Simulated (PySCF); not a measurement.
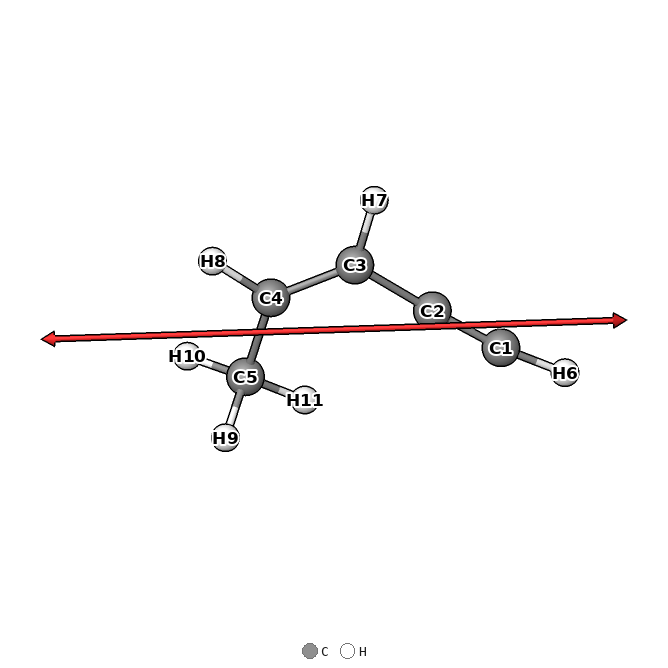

The double arrow shows the direction of the transition dipole to excited singlet state 2 (its length means nothing). Geometry: a frame of a GFN2-xTB molecular-dynamics simulation, not a minimum. Method: TDDFT PBE0/def2-SVPD, vertical, gas phase, core orbitals frozen in the response (PySCF 2.14.0).

**How is the transition polarised?**

Close to the long direction C1···C5.

**Where does the transition lie, and how strong is it?**

5.82 eV (213 nm), oscillator strength 0.26, mainly HOMO → LUMO (weight 0.77); transition dipole 3.42 D.
